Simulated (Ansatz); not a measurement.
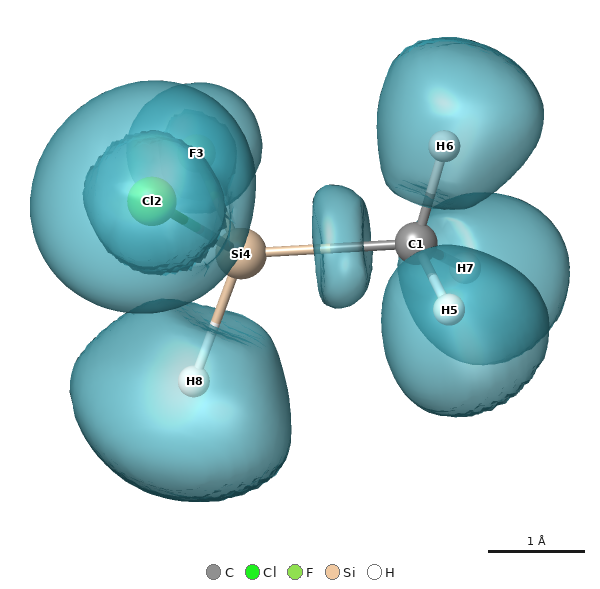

CH$_{4}$ClFSi. Isosurface of the electron localisation function at 0.8 (cyan), seen from one side. Core shells and regions of very low density are left out.

Geometry: r2SCAN-D4/def2-SVP.

Computed with Ansatz, isolated molecule in a Gaussian basis; Kohn-Sham density functional theory, functional PBE0.

```xyz
8

C     1.1156   -0.6163   -1.2347
Cl   -1.1487    0.9139   -2.9067
F    -1.5628   -1.5371   -1.2580
Si   -0.6803   -0.1763   -1.2177
H     1.7412    0.2899   -1.2220
H     1.3618   -1.1901   -2.1420
H     1.3746   -1.2286   -0.3560
H    -1.1103    0.5984   -0.0292
```

Q: What do the ELF domains correspond to?

A: The ELF exceeds this value in one region between bonded C–Si atoms (shared pairs), four regions around hydrogen nuclei, one region on Cl in which the atom's valence shell and bonds are merged and one region wrapped around F (its lone pairs, merged into a ring or cap). Along the contacts the grid gives the following. Si–F (1.62 Å): the ELF peaks at about 0.85 in the valence shell of F, 0.6 Å from its nucleus, and is about 0.55 at the midpoint. C–Si (1.85 Å): the ELF peaks at about 0.95 between the atoms; localised, covalent bonding.
